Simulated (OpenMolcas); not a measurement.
**CH5NSi (SMILES C[Si]N): methods side by side**

The species is CH5NSi (8 atoms), meant as a singlet with charge 0. As SMILES, `C[Si]N`. The coordinates come from a PBE0-D4/def2-TZVP relaxation. This is one conformer, not always the lowest.

```xyz
8

C    -0.6600    0.8247   -0.5521
Si    0.9638    0.6538    0.4277
N     0.9322   -1.0344    0.6907
H    -1.0264   -0.1018   -1.0043
H    -0.5625    1.5834   -1.3341
H    -1.4314    1.1950    0.1359
H     1.6512   -1.5019    1.2201
H     0.2252   -1.6757    0.3603
```

Quantity: the energy change with the C1–H5 bond stretched from 1.094 to 1.422 Å, in eV. The values are calculated.

```json
{"level": "HF/def2-SVPD (restricted)", "kind": "Hartree–Fock", "program": "OpenMolcas", "value (eV)": "1.09", "less CCSD(T)/def2-SVPD": "+0.16", "CPU time (all runs)": "37 s"}
{"level": "M06-L/def2-SVPD (restricted)", "kind": "meta-GGA", "program": "OpenMolcas", "value (eV)": "0.99", "less CCSD(T)/def2-SVPD": "+0.06", "CPU time (all runs)": "2.3 min"}
{"level": "r2SCAN/def2-SVPD (restricted)", "kind": "meta-GGA", "program": "OpenMolcas", "value (eV)": "0.96", "less CCSD(T)/def2-SVPD": "+0.03", "CPU time (all runs)": "2.3 min"}
{"level": "B3LYP/def2-SVPD (restricted)", "kind": "global hybrid", "program": "OpenMolcas", "value (eV)": "0.95", "less CCSD(T)/def2-SVPD": "+0.02", "CPU time (all runs)": "98 s"}
{"level": "PBE0/def2-SVPD (restricted)", "kind": "global hybrid", "program": "OpenMolcas", "value (eV)": "0.98", "less CCSD(T)/def2-SVPD": "+0.05", "CPU time (all runs)": "95 s"}
{"level": "B2PLYP/def2-SVPD (restricted)", "kind": "double hybrid", "program": "OpenMolcas", "value (eV)": "0.97", "less CCSD(T)/def2-SVPD": "+0.04", "CPU time (all runs)": "93 s"}
{"level": "MP2/def2-SVPD (restricted)", "kind": "perturbation theory", "program": "OpenMolcas", "value (eV)": "1.00", "less CCSD(T)/def2-SVPD": "+0.07", "CPU time (all runs)": "32 s"}
{"level": "CCSD(T)/def2-SVPD (Cholesky decomposition) (restricted)", "kind": "coupled cluster or CI", "program": "OpenMolcas", "value (eV)": "0.93", "less CCSD(T)/def2-SVPD": "0.00", "CPU time (all runs)": "9 min"}
```

Differences are taken from CCSD(T)/def2-SVPD (Cholesky decomposition) (restricted) for orientation; it has basis-set and higher-order errors of its own. The first shape isn't each level's own minimum. The values span 0.93 to 1.09 eV. Times are those of the runs behind each value, whatever else they computed, on shared processors of several kinds: orders of magnitude only.

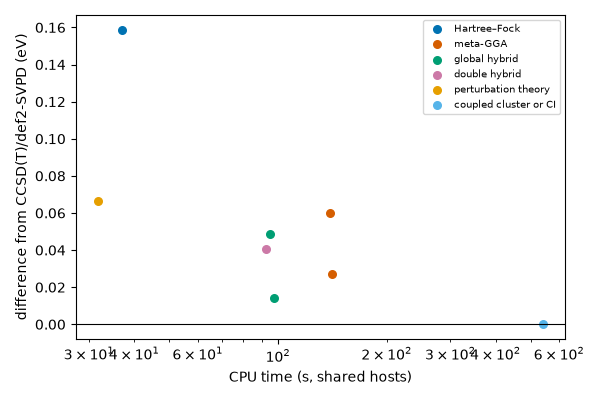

Difference from CCSD(T)/def2-SVPD against processor time, one point a level.
